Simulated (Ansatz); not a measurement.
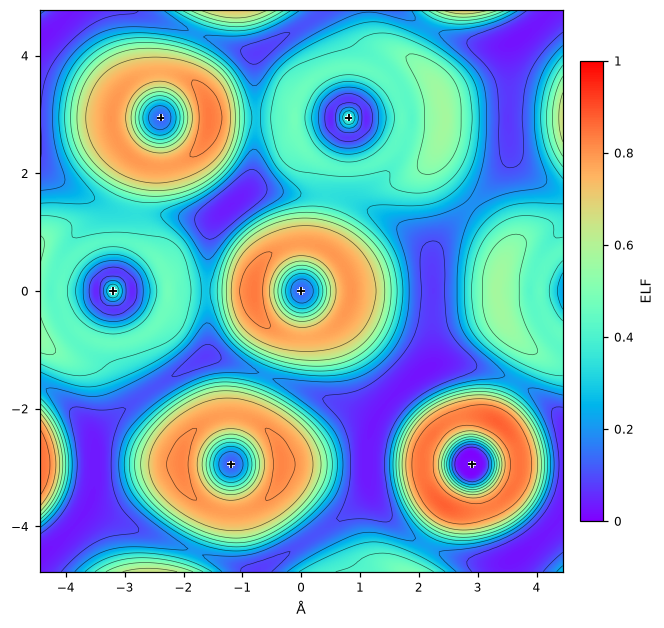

The ELF on a plane through atoms (crosses mark nuclei in the plane).

The calculation used Ansatz, DFT, PAW plane waves, r2SCAN.

Candidates:
A. K₂SnF₅, a = 6.25 Å, b = 13.67 Å, c = 6.50 Å, α = 90.00°, β = 90.00°, γ = 90.00°. Space group Cmcm; built by placing these elements on a known structure type; not relaxed (largest force 1.9 eV/Å).
B. LaBi₂Se₃, a = 5.10 Å, b = 5.10 Å, c = 8.19 Å, α = 90.00°, β = 90.00°, γ = 120.00°. Space group P-3m1; built by placing these elements on a known structure type; not relaxed (largest force 1.2 eV/Å); computed pressure about −3 GPa in this cell; computed without spin polarisation.

### Which system is this?

Candidate B: LaBi₂Se₃ on the (110) plane of the conventional cell, which holds Se, La and Bi. Bi–Se (3.05 Å): the ELF is about 0.35 at the midpoint. La–Se (4.09 Å): the ELF is about 0.10 at the midpoint; no localised pair shows between them.
